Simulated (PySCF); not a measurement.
# C5H12O2Si: the cost of one run

Computed with PySCF 2.14.0 and routines of our own; the level stands in each step. Atoms count from 0.

### 1 The system as given

20 atoms, charge 0, multiplicity 1; geometry from: GFN2-xTB.

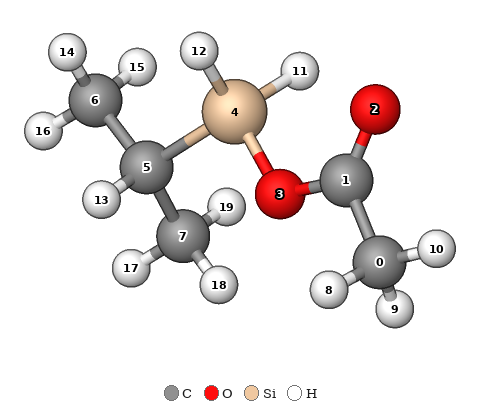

The starting geometry (carbon grey, oxygen red, silicon light orange, hydrogen white).

### 2 Magnetic properties: GIAO B3LYP/pcSseg-1

What the job is given:

```
{"job": {"kind": "mag", "xc": "B3LYP", "basis": "pcSseg-1", "isotopologues": 2}, "charge": 0, "multiplicity": 1}
C      3.449385    -0.704716     0.497504
C      2.499932    -0.325161    -0.604104
O      2.786501    -0.250088    -1.767900
O      1.276307    -0.069405    -0.160792
Si     0.068231     0.354783    -1.226404
C     -1.433280     0.571496    -0.079383
C     -2.647975     1.006650    -0.891223
C     -1.751969    -0.702676     0.702880
H      3.562210     0.138985     1.174796
H      3.034412    -1.536536     1.061399
H      4.414304    -0.976056     0.081075
H     -0.117580    -0.735990    -2.179167
H      0.439896     1.600192    -1.891736
H     -1.219855     1.362005     0.648497
H     -2.444657     1.929562    -1.427638
H     -2.908792     0.244441    -1.621271
H     -3.509333     1.166908    -0.244177
H     -2.595419    -0.539282     1.372699
H     -0.896390    -1.011632     1.298358
H     -2.011078    -1.512800     0.024464
```

With the program's defaults for keys left out, this is: GIAO B3LYP/pcSseg-1 magnetisability, rotational g tensor and spin-rotation constants, non-relativistic, gas phase.

Command:

```bash
> OMP_NUM_THREADS=1 python excited_run.py task.json out
```

One launch serves the whole session: the jobs run in the order shown.

Q: Estimate the wall time and peak memory of this job on 1 thread of Arm Neoverse V1, shared host.

About 56 s, with a peak of 0.98 GiB.
